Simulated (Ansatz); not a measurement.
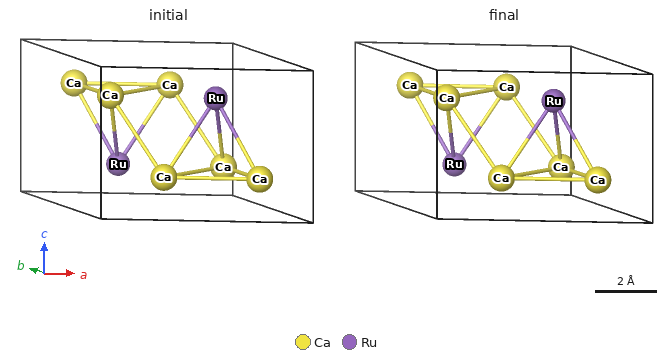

The structure of crystalline Ca$_{3}$Ru (built on the Ni3Sn (D0_19)_194 type) before (left) and after (right) a relaxation, at one scale.

A ball-and-stick model of the cell of the calculation, seen slightly off an axis.

Case: Ni3Sn (D0_19) type (P6_3/mmc, No. 194).

The calculation used DFT PBE, scalar-relativistic, plane waves, PAW in Ansatz. Settings: plane-wave cutoff 420 eV; k-point mesh 6 × 6 × 8; occupations gaussian; smearing width 0.1 eV; no spin polarisation; cell and atoms relaxed; force threshold 0.01 eV/Å; at most 80 steps.

What changed between the two?

Answer. Over 3 accepted moves (4 points after the start) the energy falls by 12.2 meV per cell of the calculation. The largest force component goes from 0.018 to 0.00095 eV/Å. Pressure: 0.05 GPa at the start and −0.01 GPa at the end. At 1 point the geometry stayed and the basis and grid were re-selected for the new cell (energy shift of 0.1 meV per cell of the calculation at most each time). The largest moves relative to the cell, 0.018 Å, are those of Ca atoms. Ru stays in place. The volume changes by +0.9 %, with a = b 7.034 → 7.147 Å (+1.6 %), c 5.043 → 4.930 Å (−2.2 %). Near-neighbour distances that change, for instance: Ca–Ru 3.118 → 3.079 Å, Ca–Ca 3.175 → 3.195 Å, Ca–Ca 3.365 → 3.359 Å. The space group stays P6_3/mmc (No. 194).
